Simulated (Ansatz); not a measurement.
Consider ZnO in the wurtzite structure (space group P6_3mc, No. 186; a = 3.235 Å, c = 5.211 Å).

One thing is altered: S takes the place of O on all its sites, then cell and atoms are relaxed.

Method: r2SCAN (Ansatz, a first-principles code, PAW, scalar-relativistic without spin-orbit coupling).

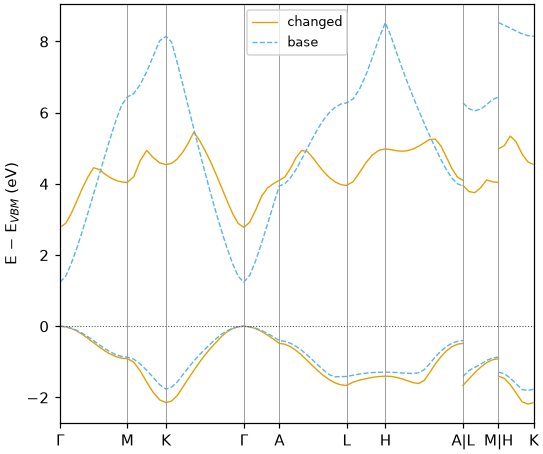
Highest valence and lowest conduction band along the path, each from its own valence-band maximum

Q: From the figure, how large is the changed gap, and is it direct?

A: About 2.8 eV, direct at Γ.

Whether these cells are dynamically stable was not tested.
